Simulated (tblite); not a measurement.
**Run report: C₅H₅F₃O₂, saddle-point search**

- system: C₅H₅F₃O₂
- method: GFN2-xTB saddle search (eigenvector following) and harmonic vibrations, gas phase (tblite 0.8.0)

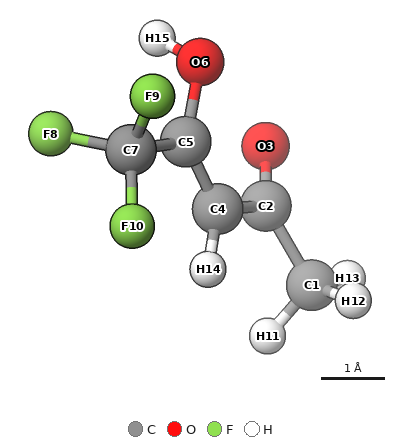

*The starting structure (ball-and-stick view, seen at a tilt; atoms are numbered from 1 in the order of the input).*

### Key numbers

- outcome: converged
- total energy: −967.2578 eV
- point group: C1
- hardware: 1 CPU thread, shared host
- wall time: 7.2 s
- peak memory: 0.19 GiB

### Input file
```
{"job": {"xc": "GFN2-xTB", "basis": "xTB", "kind": "saddle"}, "charge": 0, "multiplicity": 1}
C     -2.537861     0.040278    -0.757003
C     -1.246770    -0.680351    -0.481027
O     -1.105471    -1.870640    -0.603227
C     -0.133672     0.225951    -0.084009
C      1.012531    -0.205250     0.448419
O      1.270006    -1.464690     0.856306
C      2.159038     0.766575     0.730089
F      3.161253     0.571957    -0.152278
F      2.680810     0.595858     1.946071
F      1.805233     2.052689     0.624631
H     -2.400919     0.728966    -1.589343
H     -2.832890     0.621015     0.114443
H     -3.318611    -0.673360    -1.005283
H     -0.271275     1.280959    -0.259543
H      1.758598    -1.989959     0.211752
```

The first line tells a small driver script what to run in tblite; the rest is the geometry in Å.

Launched with:
```bash
OMP_NUM_THREADS=1 python <driver script> task.json out
```

### What the program printed
```
step      E/eV     max force
  0    -967.24486   0.0396
  1    -967.24851   0.1157
  2    -967.24711   0.0342
  3    -967.24895   0.0583
  4    -967.25022   0.0757
  5    -967.25062   0.1854
  6    -967.25098   0.0170
  7    -967.25168   0.0302
  8    -967.25237   0.0350
  9    -967.25304   0.0345
 10    -967.25387   0.0551
 11    -967.25469   0.0515
 12    -967.25540   0.1119
 13    -967.25515   0.0283
 14    -967.25566   0.0377
 15    -967.25619   0.0385
 16    -967.25664   0.0254
 17    -967.25706   0.0613
 18    -967.25688   0.0075
 19    -967.25716   0.0193
 20    -967.25736   0.0271
 21    -967.25754   0.0151
 22    -967.25766   0.0393
 23    -967.25762   0.0054
 24    -967.25770   0.0130
 25    -967.25774   0.0150
 26    -967.25776   0.0040
lowest wavenumbers (cm-1): -513.8 20.8 48.5 94.2 118.0 125.3
```

### Trajectory as extended XYZ (Å, eV, eV/Å), 12 frames, from step=0 to step=26
```
15
Properties=species:S:1:pos:R:3:forces:R:3 step=0 energy=-967.24486
C    -2.5379    0.0403   -0.7570   -0.0020   0.0070  -0.0020
C    -1.2468   -0.6804   -0.4810    0.0210   0.0020   0.0080
O    -1.1055   -1.8706   -0.6032    0.0150  -0.0060  -0.0010
C    -0.1337    0.2260   -0.0840    0.0140   0.0070   0.0020
C     1.0125   -0.2052    0.4484   -0.0190  -0.0040   0.0050
O     1.2700   -1.4647    0.8563   -0.0360  -0.0130  -0.0100
C     2.1590    0.7666    0.7301   -0.0030   0.0000   0.0000
F     3.1613    0.5720   -0.1523    0.0060  -0.0020   0.0110
F     2.6808    0.5959    1.9461    0.0060   0.0160   0.0040
F     1.8052    2.0527    0.6246   -0.0180  -0.0050  -0.0070
H    -2.4009    0.7290   -1.5893    0.0140  -0.0110   0.0150
H    -2.8329    0.6210    0.1144    0.0120  -0.0050   0.0050
H    -3.3186   -0.6734   -1.0053    0.0080  -0.0040   0.0100
H    -0.2713    1.2810   -0.2595    0.0030   0.0180  -0.0190
H     1.7586   -1.9900    0.2118   -0.0220   0.0010  -0.0210
15
Properties=species:S:1:pos:R:3:forces:R:3 step=2 energy=-967.24711
C    -2.5379    0.0369   -0.7453   -0.0140   0.0050   0.0000
C    -1.2396   -0.6768   -0.4919    0.0090   0.0180   0.0050
O    -1.0898   -1.8640   -0.6284    0.0120  -0.0310  -0.0080
C    -0.1304    0.2346   -0.0966    0.0010   0.0030  -0.0020
C     1.0100   -0.2031    0.4413   -0.0030  -0.0020   0.0020
O     1.2506   -1.4687    0.8404   -0.0040  -0.0040  -0.0040
C     2.1575    0.7632    0.7355   -0.0110  -0.0070  -0.0030
F     3.1777    0.5534   -0.1209    0.0200  -0.0090  -0.0090
F     2.6526    0.6088    1.9646    0.0030   0.0010   0.0240
F     1.8098    2.0485    0.6053   -0.0110   0.0160  -0.0090
H    -2.4177    0.7133   -1.5897   -0.0010   0.0010   0.0020
H    -2.8124    0.6295    0.1245    0.0000  -0.0020   0.0050
H    -3.3224   -0.6813   -0.9671    0.0050   0.0040   0.0050
H    -0.2674    1.2894   -0.2745    0.0010   0.0050  -0.0060
H     1.7593   -1.9836    0.2027   -0.0070   0.0010  -0.0020
15
Properties=species:S:1:pos:R:3:forces:R:3 step=4 energy=-967.25022
C    -2.5445    0.0305   -0.7112    0.0260   0.0030   0.0050
C    -1.2241   -0.6702   -0.5400   -0.0140  -0.0380  -0.0090
O    -1.0567   -1.8480   -0.7342   -0.0190   0.0730   0.0060
C    -0.1166    0.2428   -0.1419    0.0090  -0.0050   0.0060
C     1.0080   -0.1971    0.4259   -0.0030   0.0000  -0.0040
O     1.2247   -1.4614    0.8462   -0.0050   0.0060  -0.0070
C     2.1560    0.7614    0.7405    0.0300   0.0180   0.0050
F     3.2194    0.4960   -0.0476   -0.0440   0.0130   0.0460
F     2.5796    0.6556    2.0036   -0.0210   0.0150  -0.0600
F     1.8376    2.0460    0.5337    0.0250  -0.0490   0.0060
H    -2.4720    0.7398   -1.5350    0.0010  -0.0200   0.0270
H    -2.7901    0.5860    0.1923    0.0120  -0.0140  -0.0230
H    -3.3264   -0.6924   -0.9252    0.0010  -0.0020  -0.0010
H    -0.2451    1.2959   -0.3364    0.0010  -0.0040   0.0020
H     1.7501   -1.9850    0.2293    0.0000   0.0030  -0.0010
15
Properties=species:S:1:pos:R:3:forces:R:3 step=7 energy=-967.25168
C    -2.5456    0.0284   -0.7020    0.0010   0.0000   0.0010
C    -1.2226   -0.6680   -0.5462    0.0000  -0.0020  -0.0010
O    -1.0521   -1.8421   -0.7543    0.0000   0.0040  -0.0010
C    -0.1161    0.2450   -0.1450    0.0000   0.0010   0.0000
C     1.0091   -0.1962    0.4196    0.0030  -0.0010   0.0000
O     1.2268   -1.4624    0.8340    0.0000   0.0010  -0.0030
C     2.1557    0.7610    0.7416    0.0140   0.0090   0.0040
F     3.2381    0.4664   -0.0069   -0.0190   0.0050   0.0230
F     2.5412    0.6863    2.0187   -0.0110   0.0090  -0.0260
F     1.8548    2.0418    0.4927    0.0120  -0.0230   0.0000
H    -2.4814    0.7424   -1.5212   -0.0010   0.0000   0.0020
H    -2.7852    0.5775    0.2060    0.0000  -0.0020   0.0010
H    -3.3267   -0.6958   -0.9148    0.0000   0.0000   0.0010
H    -0.2460    1.2987   -0.3350    0.0000   0.0000   0.0010
H     1.7499   -1.9831    0.2129    0.0000   0.0010  -0.0020
15
Properties=species:S:1:pos:R:3:forces:R:3 step=9 energy=-967.25304
C    -2.5479    0.0274   -0.6940    0.0010   0.0000   0.0010
C    -1.2222   -0.6663   -0.5491    0.0000  -0.0030  -0.0010
O    -1.0490   -1.8381   -0.7679    0.0000   0.0050  -0.0010
C    -0.1169    0.2465   -0.1443    0.0000   0.0010   0.0000
C     1.0114   -0.1964    0.4127    0.0030  -0.0010   0.0000
O     1.2337   -1.4653    0.8166    0.0000   0.0010  -0.0030
C     2.1560    0.7603    0.7426    0.0160   0.0100   0.0050
F     3.2595    0.4322    0.0412   -0.0220   0.0080   0.0240
F     2.4973    0.7240    2.0344   -0.0100   0.0080  -0.0320
F     1.8757    2.0353    0.4434    0.0130  -0.0260   0.0030
H    -2.4893    0.7471   -1.5086   -0.0010   0.0000   0.0030
H    -2.7851    0.5695    0.2187    0.0010  -0.0020   0.0010
H    -3.3278   -0.6976   -0.9085    0.0000   0.0000   0.0010
H    -0.2500    1.3013   -0.3259    0.0000   0.0000   0.0010
H     1.7546   -1.9800    0.1887    0.0000   0.0010  -0.0020
15
Properties=species:S:1:pos:R:3:forces:R:3 step=11 energy=-967.25469
C    -2.5507    0.0261   -0.6825    0.0010   0.0000   0.0010
C    -1.2217   -0.6641   -0.5533    0.0000  -0.0020  -0.0010
O    -1.0452   -1.8326   -0.7868    0.0000   0.0050  -0.0010
C    -0.1175    0.2480   -0.1438    0.0020   0.0010   0.0000
C     1.0150   -0.1973    0.4027    0.0040  -0.0020   0.0010
O     1.2434   -1.4697    0.7924   -0.0010   0.0020  -0.0030
C     2.1561    0.7596    0.7435    0.0240   0.0150   0.0080
F     3.2866    0.3875    0.1117   -0.0360   0.0160   0.0300
F     2.4345    0.7791    2.0517   -0.0100   0.0070  -0.0500
F     1.9065    2.0233    0.3751    0.0170  -0.0390   0.0110
H    -2.4995    0.7552   -1.4893   -0.0010   0.0000   0.0030
H    -2.7847    0.5570    0.2376    0.0010  -0.0020   0.0010
H    -3.3292   -0.6994   -0.9007    0.0000   0.0000   0.0010
H    -0.2546    1.3042   -0.3137    0.0000  -0.0010   0.0000
H     1.7610   -1.9767    0.1553    0.0000   0.0010   0.0000
15
Properties=species:S:1:pos:R:3:forces:R:3 step=14 energy=-967.25566
C    -2.5523    0.0254   -0.6746    0.0010   0.0000   0.0010
C    -1.2212   -0.6627   -0.5562    0.0000  -0.0020  -0.0010
O    -1.0429   -1.8289   -0.7998    0.0000   0.0040  -0.0020
C    -0.1175    0.2486   -0.1436    0.0010   0.0010   0.0000
C     1.0177   -0.1985    0.3958    0.0030  -0.0010   0.0010
O     1.2498   -1.4731    0.7760   -0.0010   0.0020  -0.0020
C     2.1559    0.7590    0.7441    0.0180   0.0110   0.0070
F     3.3024    0.3600    0.1614   -0.0280   0.0130   0.0210
F     2.3915    0.8176    2.0596   -0.0060   0.0040  -0.0370
F     1.9283    2.0127    0.3300    0.0130  -0.0290   0.0090
H    -2.5060    0.7612   -1.4756   -0.0010   0.0000   0.0030
H    -2.7839    0.5482    0.2507    0.0010  -0.0020   0.0010
H    -3.3299   -0.7001   -0.8957    0.0000   0.0000   0.0010
H    -0.2570    1.3057   -0.3054    0.0000   0.0000   0.0000
H     1.7650   -1.9750    0.1331    0.0000   0.0000   0.0000
15
Properties=species:S:1:pos:R:3:forces:R:3 step=16 energy=-967.25664
C    -2.5538    0.0234   -0.6618    0.0010   0.0000   0.0010
C    -1.2184   -0.6599   -0.5668    0.0000  -0.0020  -0.0010
O    -1.0367   -1.8215   -0.8287   -0.0010   0.0040  -0.0010
C    -0.1149    0.2503   -0.1509    0.0000   0.0000  -0.0010
C     1.0199   -0.1990    0.3873    0.0030  -0.0010   0.0010
O     1.2511   -1.4751    0.7633   -0.0010   0.0010  -0.0010
C     2.1552    0.7585    0.7449    0.0120   0.0070   0.0040
F     3.3178    0.3295    0.2212   -0.0190   0.0090   0.0130
F     2.3408    0.8622    2.0659   -0.0040   0.0020  -0.0250
F     1.9556    1.9990    0.2796    0.0080  -0.0190   0.0070
H    -2.5189    0.7722   -1.4512   -0.0010  -0.0010   0.0030
H    -2.7789    0.5301    0.2742    0.0010  -0.0020   0.0000
H    -3.3300   -0.7025   -0.8867    0.0000   0.0000   0.0000
H    -0.2544    1.3080   -0.3087    0.0000   0.0000   0.0000
H     1.7656   -1.9751    0.1184    0.0000   0.0000   0.0000
15
Properties=species:S:1:pos:R:3:forces:R:3 step=18 energy=-967.25688
C    -2.5542    0.0227   -0.6578    0.0000   0.0000   0.0010
C    -1.2174   -0.6589   -0.5704    0.0000  -0.0010  -0.0010
O    -1.0347   -1.8191   -0.8381    0.0000   0.0020  -0.0010
C    -0.1139    0.2509   -0.1537    0.0000   0.0000   0.0000
C     1.0204   -0.1991    0.3849    0.0010   0.0000   0.0000
O     1.2509   -1.4755    0.7604    0.0000   0.0000   0.0000
C     2.1549    0.7583    0.7451    0.0030   0.0020   0.0010
F     3.3214    0.3215    0.2384   -0.0050   0.0020   0.0050
F     2.3266    0.8749    2.0667   -0.0020   0.0020  -0.0070
F     1.9638    1.9946    0.2660    0.0030  -0.0060   0.0000
H    -2.5230    0.7757   -1.4433   -0.0010   0.0000   0.0020
H    -2.7770    0.5241    0.2814    0.0010  -0.0010   0.0010
H    -3.3299   -0.7033   -0.8841    0.0000   0.0000   0.0000
H    -0.2531    1.3088   -0.3108    0.0000   0.0000   0.0000
H     1.7652   -1.9755    0.1153    0.0000   0.0000   0.0000
15
Properties=species:S:1:pos:R:3:forces:R:3 step=21 energy=-967.25754
C    -2.5553    0.0198   -0.6416    0.0000   0.0000   0.0000
C    -1.2135   -0.6550   -0.5849    0.0000  -0.0010  -0.0010
O    -1.0272   -1.8089   -0.8760    0.0000   0.0020   0.0000
C    -0.1100    0.2532   -0.1645    0.0000   0.0000   0.0000
C     1.0227   -0.1997    0.3749    0.0010   0.0000   0.0010
O     1.2502   -1.4776    0.7478    0.0000   0.0010  -0.0010
C     2.1537    0.7578    0.7460    0.0070   0.0040   0.0030
F     3.3353    0.2884    0.3108   -0.0120   0.0060   0.0070
F     2.2671    0.9286    2.0686   -0.0010   0.0000  -0.0150
F     1.9983    1.9755    0.2086    0.0040  -0.0110   0.0050
H    -2.5387    0.7905   -1.4101    0.0000   0.0000   0.0010
H    -2.7696    0.4983    0.3116    0.0000  -0.0010   0.0000
H    -3.3293   -0.7060   -0.8744    0.0000   0.0000   0.0000
H    -0.2480    1.3117   -0.3185    0.0000   0.0000   0.0000
H     1.7642   -1.9767    0.1017    0.0000   0.0000   0.0000
15
Properties=species:S:1:pos:R:3:forces:R:3 step=23 energy=-967.25762
C    -2.5555    0.0193   -0.6388    0.0000   0.0000   0.0000
C    -1.2130   -0.6543   -0.5871    0.0000   0.0000   0.0000
O    -1.0261   -1.8071   -0.8821    0.0000   0.0010   0.0000
C    -0.1094    0.2535   -0.1659    0.0000   0.0000   0.0000
C     1.0232   -0.1999    0.3731    0.0000   0.0000   0.0000
O     1.2505   -1.4782    0.7450    0.0000   0.0000   0.0000
C     2.1534    0.7576    0.7461    0.0020   0.0010   0.0010
F     3.3374    0.2828    0.3246   -0.0040   0.0020   0.0030
F     2.2561    0.9390    2.0681   -0.0010   0.0010  -0.0050
F     2.0050    1.9714    0.1981    0.0020  -0.0040   0.0010
H    -2.5411    0.7931   -1.4042    0.0000   0.0000   0.0010
H    -2.7684    0.4939    0.3166    0.0000  -0.0010   0.0000
H    -3.3292   -0.7064   -0.8729    0.0000   0.0000   0.0000
H    -0.2473    1.3122   -0.3190    0.0000   0.0000   0.0000
H     1.7643   -1.9769    0.0985    0.0000   0.0000   0.0000
15
Properties=species:S:1:pos:R:3:forces:R:3 step=26 energy=-967.25776
C    -2.5561    0.0174   -0.6279    0.0000   0.0000   0.0000
C    -1.2106   -0.6516   -0.5962    0.0000   0.0000   0.0000
O    -1.0217   -1.7999   -0.9067    0.0000   0.0000   0.0000
C    -0.1069    0.2548   -0.1721    0.0000   0.0000   0.0000
C     1.0249   -0.2009    0.3664    0.0000   0.0000   0.0000
O     1.2509   -1.4804    0.7350    0.0000   0.0000   0.0000
C     2.1524    0.7572    0.7465    0.0020   0.0010   0.0010
F     3.3444    0.2617    0.3774   -0.0030   0.0020   0.0010
F     2.2142    0.9784    2.0654    0.0000   0.0000  -0.0040
F     2.0308    1.9555    0.1584    0.0010  -0.0030   0.0020
H    -2.5505    0.8034   -1.3808    0.0000   0.0000   0.0000
H    -2.7635    0.4758    0.3367    0.0000   0.0000   0.0000
H    -3.3286   -0.7077   -0.8675    0.0000   0.0000   0.0000
H    -0.2441    1.3141   -0.3220    0.0000   0.0000   0.0000
H     1.7643   -1.9778    0.0872    0.0000   0.0000   0.0000
```
